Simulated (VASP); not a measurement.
Here is the system:

```
ZnF2
1.0
    4.69050     0.00000     0.00000
    0.00000     4.69050     0.00000
    0.00000     0.00000     3.12834
Zn F
2 4
Direct
  0.00000   0.00000   0.00000
  0.50000   0.50000   0.50000
  0.30303   0.30303   0.00000
  0.80303   0.19697   0.50000
  0.19697   0.80303   0.50000
  0.69697   0.69697   0.00000
```

The numbers are results of r2SCAN+rVV10, VASP's PBE PAW potentials (set 64) (plane waves; VASP 6.6.1), not measurements. Run with 520 eV cut-off, 5×5×8 Γ-centred mesh, tetrahedra with Blöchl corrections, potentials Zn F.

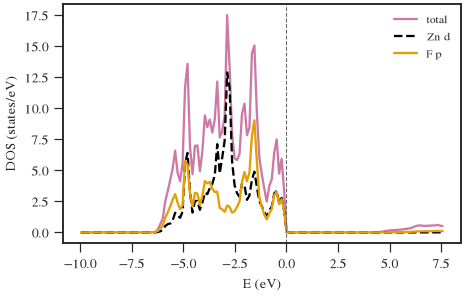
Total and projected density of states, zero at the valence-band maximum

Within 2 eV below the valence-band maximum the largest weight inside VASP's projection spheres is F p, then Zn d.

The gap is direct, 4.15 eV, from the valence maximum at Γ to the conduction minimum at Γ.

The compound is ZnF2 in the rutile structure. It was relaxed first.
